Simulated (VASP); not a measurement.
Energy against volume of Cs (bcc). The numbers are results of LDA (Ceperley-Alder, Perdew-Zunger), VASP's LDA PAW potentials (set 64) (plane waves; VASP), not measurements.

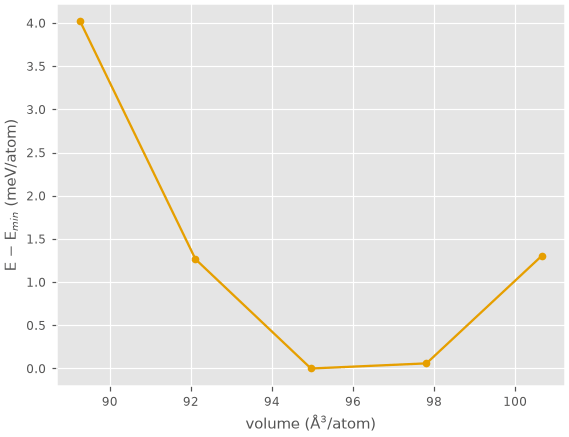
Energy against volume

### Question
Estimate the equilibrium volume and the bulk modulus.

### Answer
The minimum lies near 96.2 Å³/atom, and the curvature gives B0 of about 2.4 GPa.

Measured: bulk modulus 2.1 GPa at 0 K (computed value off by +13.7 %), as given by H. Levämäki et al., Physical Review B (2014), arXiv:1402.3671 [corrected for temperature and zero-point phonon effects]; a 6.039 Å at 0 K (computed value off by -4.4 %), as given by Gábor I. Csonka et al., Physical Review B (2009), arXiv:0903.4037 [low-temperature or extrapolated to 0 K; zero-point anharmonic expansion removed].

The compound is Cs in the bcc structure. It was relaxed first, which changed the volume by -15 %.
